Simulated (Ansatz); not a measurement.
# Lattice dynamics of HfTeS monolayer, Janus

Task: relax HfTeS monolayer, Janus, then find its harmonic phonons.

Main program and level: Ansatz 0.2.0; DFT LDA, scalar-relativistic, plane waves, PAW.

## Step 1: The structure

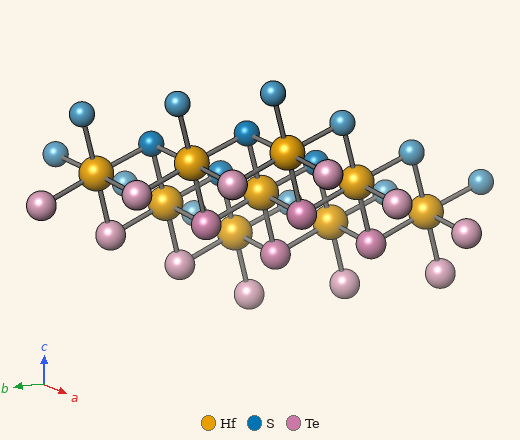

The cell as given, from a free direction (hafnium orange, sulfur blue, tellurium pink). 2×2×1 cells are drawn. Some periodic images of atoms are drawn too.

The cell holds 3 atoms: 1 Hf, 1 S and 1 Te. Its edges and angles: a = 3.720 Å, b = 3.720 Å, c = 20.000 Å, α = 90.0°, β = 90.0°, γ = 120.0°. Vacuum lies along c.

## Step 2: Rough relaxation

A rough relaxation comes first, because large forces or stress need no tight tolerances yet.

The program solves this slab on a cell height of its own, 30.0 Å, in place of the one typed.

input.yaml

```yaml
crystal:
  lattice:
    - [3.72, 0.0, 0.0]
    - [-1.86, 3.22161, 0.0]
    - [0.0, 0.0, 20.0]
  atoms:
    - { symbol: Hf, position: [0.0, 0.0, 0.5] }
    - { symbol: S, position: [0.333333, 0.666667, 0.575] }
    - { symbol: Te, position: [0.666667, 0.333333, 0.42] }
  periodic: [true, true, false]
kpoints:
  mp_grid: { grid: [6, 6, 1] }
hamiltonian:
  xc: lda
scf:
  occupations: { method: gaussian, width: 0.1 }
output:
  forces: true
  stress: true
  eigenvalues: true
relax:
  adjacent_minimum: "off"
  f_tol: 0.05
  max_steps: 80
  cell: { stress_2d_tol: 0.02 }
```

On the command line:

```bash
ansatz run input.yaml --threads 8 --pin off --max-ram 14336MiB --backend cpu --events-out ev --progress --plain --runs-dir out
```

Numbers of over 12 decimals in the logs are rounded to 6 here.

The program printed:

```text
[...]
F+E_penalty+E_count = -23176.99260260 eV   max|allowed force component| = 6.239e-3 eV/Å   (the final SCF, on the basis selected at the relaxed cell)
  cell:  # Å, volume = 353.8944 Å³
    - [3.690718, -2.1670950827538042e-18, 0]
    - [-1.845359, 3.196256, 0]
    - [0, 0, 30.0]
  atoms:
    - { symbol: Hf, position: [0, 0, 0.338996] }
    - { symbol: S, position: [0.333333, 0.666667, 0.382122] }
    - { symbol: Te, position: [0.666667, 0.333333, 0.275549] }
[key lines of the parts left out:]
SCF converged after 8 iterations
Free energy (F): -23176.992603 eV
Fermi energy:    -4.923761 eV
P = ½ c Tr σ = 0.0151 N/m
```

Wall time 9.4 s (8 threads of Arm Neoverse V2, shared host); peak memory 0.76 GiB.

The steps of the relaxation:

| step | energy less that of the first step (eV) | largest force component (eV/Å) | volume (Å³) |
| --- | --- | --- | --- |
| 1 | 0.0000 | 4.1689 | 359.53 |
| 2 | -0.5459 | 0.5590 | 361.21 |
| 3 | -0.5656 | 0.0883 | 357.65 |
| 4 | -0.5675 | 0.0498 | 353.16 |
| 5 | -0.5677 | 0.0062 | 353.89 |
| 6* | -0.5675 | 0.0062 | 353.89 |

Relaxation steps marked * repeat the geometry before them on a plane-wave basis chosen anew for their cell, so energy and pressure can jump there.

The run keeps the 6 symmetry operations that it works with, so distortions that break them were not tested.

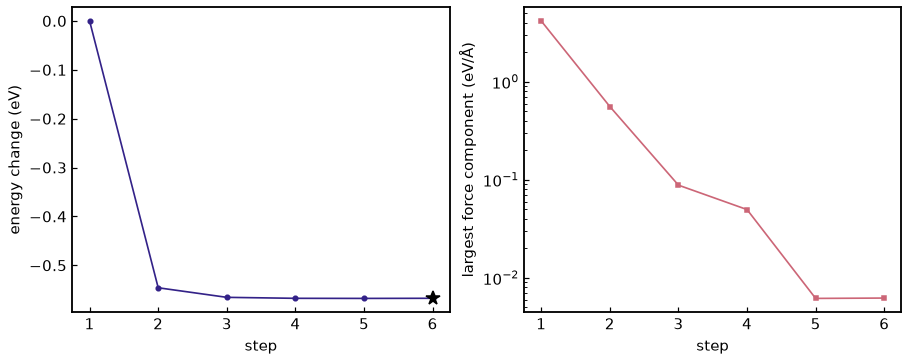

Energy and largest force along the relaxation. Stars mark steps on a basis chosen anew.

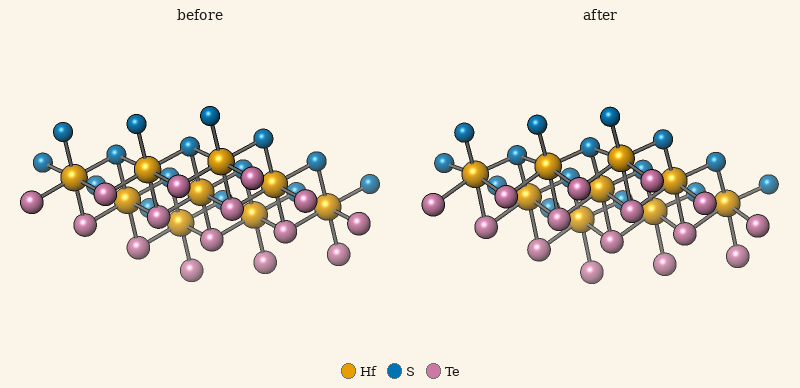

Before and after, at one scale.

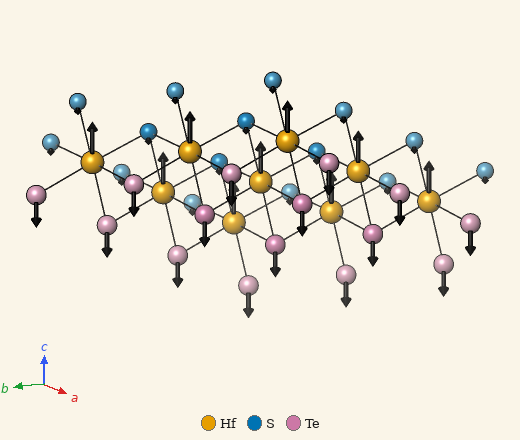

Displacements in the relaxation, exaggerated, measured against the changing cell; the longest in the cell stands for 0.17 Å. 2×2×1 cells are drawn. Some periodic images of atoms are drawn too.

| cell as run | before | after | change |
| --- | --- | --- | --- |
| a (Å) | 3.720 | 3.691 | -0.8 % |
| b (Å) | 3.720 | 3.691 | -0.8 % |

The atoms that moved most (Å, along periodic axes as changes of fractional coordinates times the final cell, across vacuum about the mean position):

| atom | dx | dy | dz | length |
| --- | --- | --- | --- | --- |
| Hf1 | 0.000 | 0.000 | 0.170 | 0.170 |
| Te3 | 0.000 | 0.000 | -0.134 | 0.134 |
| S2 | 0.000 | 0.000 | -0.036 | 0.036 |

Final coordinates:

```cif
data_structure
_symmetry_space_group_name_H-M 'P 1'
_symmetry_Int_Tables_number 1
_cell_length_a 3.6907
_cell_length_b 3.6907
_cell_length_c 30.0000
_cell_angle_alpha 90.000
_cell_angle_beta 90.000
_cell_angle_gamma 120.000
_cell_volume 353.89
loop_
_atom_site_label
_atom_site_type_symbol
_atom_site_fract_x
_atom_site_fract_y
_atom_site_fract_z
_atom_site_occupancy
Hf1 Hf 0.00000 0.00000 0.33900 1
S2 S 0.33333 0.66667 0.38212 1
Te3 Te 0.66667 0.33333 0.27555 1
```

Numbers from this step:

```
gap on the k-mesh : 0 eV
area per atom     : 3.932 Å²
```

The relaxation ends with a largest force component of 0.0062 eV/Å.

## Step 3: Relaxation

The cell and atoms are relaxed, since residual forces and stress would shift the frequencies.

input.yaml, the sections that differ from step 2:

```yaml
crystal:
  lattice:
    - [3.6907182149, 0.0, 0.0]
    - [-1.8453591075, 3.1962557323, 0.0]
    - [0.0, 0.0, 30.0]
  atoms:
    - { symbol: Hf, position: [0.0, 0.0, 0.338995509] }
    - { symbol: S, position: [0.3333333333, 0.6666666667, 0.3821218719] }
    - { symbol: Te, position: [0.6666666667, 0.3333333333, 0.2755492858] }
  periodic: [true, true, false]
kpoints:
  mp_grid: { grid: [15, 15, 1] }
relax:
  adjacent_minimum: "off"
  f_tol: 0.005
  max_steps: 80
  cell: { stress_2d_tol: 0.02 }
# hamiltonian, scf, output: as in step 2
```

The program printed:

```text
[...]
Crystal: 3 atoms, lattice volume = 353.894 Å³
Basis set: ecut = 420 eV, 6905 PW (Γ)
Bands: 29, of which v1, the nominal top of the filled ones, is band 24 counted from 1 (23 counted from 0)
Symmetry: 6 space group operations
[...]
k-points: 27 of 225 (time reversal used)
[...]
--- Relaxed structure (3 steps of the walk, 2 accepted, 1 SCFs on fresh bases) ---
[...]
cell:  # Å, volume = 354.2226 Å³
    - [3.692429, 2.8880902290090533e-11, 0]
    - [-1.846215, 3.197738, 0]
    - [0, 0, 30.0]
  atoms:
    - { symbol: Hf, position: [0, 0, 0.338952] }
    - { symbol: S, position: [0.333333, 0.666667, 0.382101] }
    - { symbol: Te, position: [0.666667, 0.333333, 0.275614] }
[key lines of the parts left out:]
SCF converged after 7 iterations
Free energy (F): -23177.008829 eV
Fermi energy:    -4.902709 eV
P = ½ c Tr σ = 0.0011 N/m
```

Elapsed: 20 s, on 8 threads; peak memory 0.96 GiB.

Little changed from the start: no atom moved by 0.005 Å and no cell edge by 0.1 %.

Numbers from this step:

* area per atom: 3.936 Å²

## Step 4: Relaxing to small forces for the phonons

Phonons need a cell at rest on their own settings, so the relaxation is repeated with tight tolerances on forces and stress, using the mesh and the filling of the phonon run that follows.

input.yaml

```yaml
crystal:
  lattice:
    - [3.6924293445, 0.0, 0.0]
    - [-1.8462146723, 3.197737614, 0.0]
    - [0.0, 0.0, 30.0]
  atoms:
    - { symbol: Hf, position: [0.0, 0.0, 0.3389518807] }
    - { symbol: S, position: [0.3333333333, 0.6666666667, 0.3821008329] }
    - { symbol: Te, position: [0.6666666667, 0.3333333333, 0.2756139531] }
  periodic: [true, true, false]
kpoints:
  mp_grid: { grid: [15, 15, 1] }
hamiltonian:
  xc: lda
scf:
  occupations: { method: methfessel_paxton, width: 0.15 }
output:
  forces: true
  stress: true
  eigenvalues: true
relax:
  adjacent_minimum: "off"
  f_tol: 0.001
  max_steps: 60
  cell: { stress_2d_tol: 0.002 }
```

The program printed:

```text
[...]
Crystal: 3 atoms, lattice volume = 354.223 Å³
Basis set: ecut = 420 eV, 6905 PW (Γ)
Bands: 29, of which v1, the nominal top of the filled ones, is band 24 counted from 1 (23 counted from 0)
Symmetry: 6 space group operations
[...]
k-points: 27 of 225 (time reversal used)
[...]
--- Relaxed structure (4 steps of the walk, 4 accepted, 1 SCFs on fresh bases) ---
[...]
cell:  # Å, volume = 354.3964 Å³
    - [3.693335, 2.8874691591679552e-11, 0]
    - [-1.846667, 3.198522, 0]
    - [0, 0, 30.0]
  atoms:
    - { symbol: Hf, position: [0, 0, 0.338954] }
    - { symbol: S, position: [0.333333, 0.666667, 0.382071] }
    - { symbol: Te, position: [0.666667, 0.333333, 0.275642] }
[key lines of the parts left out:]
SCF converged after 8 iterations
Free energy (F): -23177.006982 eV
Fermi energy:    -4.894901 eV
P = ½ c Tr σ = 0.0014 N/m
```

Elapsed: 24 s, on 8 threads; peak memory 0.98 GiB; 2.9 min of CPU time.

Little changed from the start: no atom moved by 0.005 Å and no cell edge by 0.1 %.

This step gave:

| Item | Value |
| --- | --- |
| area per atom | 3.938 Å² |

The largest force component left is 0.15 meV/Å, within the tolerances set.

## Step 5: Modes at Γ

The zone centre comes first: it holds the modes that light can see, as far as symmetry allows. No field response is asked, since the mesh shows no gap.

input.yaml, the sections that differ from step 4:

```yaml
crystal:
  lattice:
    - [3.6933349276, 0.0, 0.0]
    - [-1.8466674638, 3.198521872, 0.0]
    - [0.0, 0.0, 30.0]
  atoms:
    - { symbol: Hf, position: [0.0, 0.0, 0.3389535829] }
    - { symbol: S, position: [0.3333333333, 0.6666666667, 0.3820710469] }
    - { symbol: Te, position: [0.6666666667, 0.3333333333, 0.2756420368] }
  periodic: [true, true, false]
output:
  eigenvalues: true
phonons:
  method: dfpt
# kpoints, hamiltonian, scf: as in step 4
# relax: removed
```

The program printed:

```text
[...]
Crystal: 3 atoms, lattice volume = 354.396 Å³
Basis set: ecut = 420 eV, 6977 PW (Γ), exchange–correlation on 50×50×432 points (8 copies of the dense FFT grid, shifted against one another)
Bands: 29, of which v1, the nominal top of the filled ones, is band 24 counted from 1 (23 counted from 0)
Symmetry: 6 space group operations
k-points: 64 of 225 (irreducible under 2 space group operations, time reversal used)
[...]
SCF iter   1: F=—  HF=-23177.032859 eV  |F-HF|=—  |Δ(HF+E_count)|=         —  Δρ=3.66e-3  dr2=2.14e-1  ethr=1.77e-3  ⟨swp⟩=11.9  Hψ=12340  notcnv=0
[...]
SCF iter  12: F=-23177.006915 eV  HF=-23177.006915 eV  |F-HF|=2.84e-10  |Δ(HF+E_count)|=  8.11e-10  S|Δr|=    0.00e0  Δρ=2.74e-8  dr2=2.36e-12  ethr=1.00e-12  ⟨swp⟩=15.2  Hψ=15667  notcnv=0
SCF 1 converged in 12 iterations: F = -23177.006915 eV  dr2 = 2.36e-12
[...]
DFPT response loops at Γ: preconditioner auto → none (partly filled bands, converged f_vac=0.769); β = 0.50; Broyden in place of MSR1
SCF converged after 12 iterations
[...]
Free energy (F): -23177.006915 eV
[...]
Internal energy: -23177.006436 eV  (E = F + TS)
E sigma→0 (E₀):  -23177.006796 eV
Entropy (-TS):   -0.000479 eV (-0.160 meV/atom)
Fermi energy:    -4.894958 eV
Step filling:    the computed levels leave a gap of 0.0000 eV = 0.0 smearing widths at the electron count; against every level under it full and every level over it empty, smearing changes F+E_penalty+E_count by -0.940 meV and its σ→0 estimate by -0.820 meV
[...]
--- Band table (eV; the first three rows and the last of 64) ---
  k-point 0: bands = [... 20 lower, -8.6217, -7.1368, -4.4914, -4.4914, -4.1031, -4.1031, -3.4406, -1.4462, ... 1 higher]
  k-point 1: bands = [... 20 lower, -8.6040, -7.0165, -5.1164, -4.8269, -3.9860, -3.7513, -3.2499, -1.3013, ... 1 higher]
  k-point 2: bands = [... 20 lower, -8.5590, -6.8337, -6.0500, -5.2411, -4.0992, -3.3012, -3.0017, -1.3341, ... 1 higher]
  k-point 63: bands = [... 20 lower, -8.7922, -8.2849, -7.3551, -6.9281, -4.0289, -3.0397, -2.1289, -1.1162, ... 1 higher]
--- Phonons (Γ-DFPT): 6 representative perturbations + reference, on 64 of 225 k-points (Σ response iterations 28) ---
  k mesh reduced under 2 symmetry operations, with k and −k counted as one. Each operation leaves every solved perturbation unchanged. A smaller set is not used because it would not reduce the number of displacements times k-points to solve
  ASR residual: 3.818e-5 → 0.000e0 eV/Å²; symmetrization residual: 1.447e-5 eV/Å²
  ASR residual per site (eV/Å²): 1.19e-5 1.70e-5 3.82e-5
  Γ frequencies (cm⁻¹): 0.00 0.00 0.00 92.42 92.42 181.02 235.94 235.94 299.16
  non-analytic LO–TO correction: not included (Born effective charges unavailable; polar crystals: no LO–TO splitting at Γ)
```

It took 95 s on 8 threads; peak memory 2.5 GiB.

The column dr2 measures how far the density is from self-consistency, as an energy; F and HF (Harris–Foulkes) agree once it is small.

Numbers from this step:

- sum-rule residual before enforcement: 3.82e-5 eV/Å²
- point group: 3m
- highest optical mode at the zone centre (no LO-TO term): 299.2 cm⁻¹
- lowest optical zone-centre mode: 92.42 cm⁻¹

Patterns of degenerate modes are one choice out of their space. Modes at Γ, with each element's share of the kinetic energy:

| mode | frequency (cm⁻¹) | symmetry | Hf % | S % | Te % |
| --- | --- | --- | --- | --- | --- |
| 1 | 0.0 | acoustic | 53 | 9 | 38 |
| 2 | 0.0 | acoustic | 53 | 9 | 38 |
| 3 | 0.0 | acoustic | 53 | 9 | 38 |
| 4 | 92.4 | E | 39 | 1 | 61 |
| 5 | 92.4 | E | 39 | 1 | 61 |
| 6 | 181.0 | A1 | 30 | 8 | 62 |
| 7 | 235.9 | E | 9 | 90 | 2 |
| 8 | 235.9 | E | 9 | 90 | 2 |
| 9 | 299.2 | A1 | 17 | 83 | 0 |

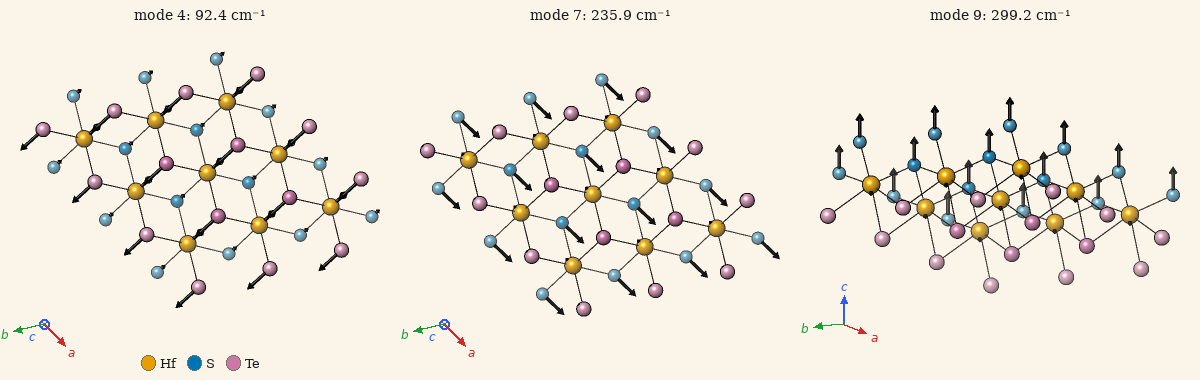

Displacement patterns of modes 4, 7 and 9 at Γ; arrows are exaggerated. 2×2×1 cells are drawn. Some periodic images of atoms are drawn too.

Before it was imposed, the acoustic sum rule was missed by 3.8e-5 eV/Å². Small misses are needed for a sound result but don't prove that mesh and cutoff are converged. The lowest optical mode is real, 92.4 cm⁻¹.

[end of part 1 of 2]

[Logs are printed without paths, hosts, clocks, repeated set-up lines and the standing remarks that a program may print on its own settings, such as how far it seeks lower states.]

[Hosts, paths, dates, database ids (printed as entryN), source tags and the programs' standing remarks are cut or masked in the printed files.]
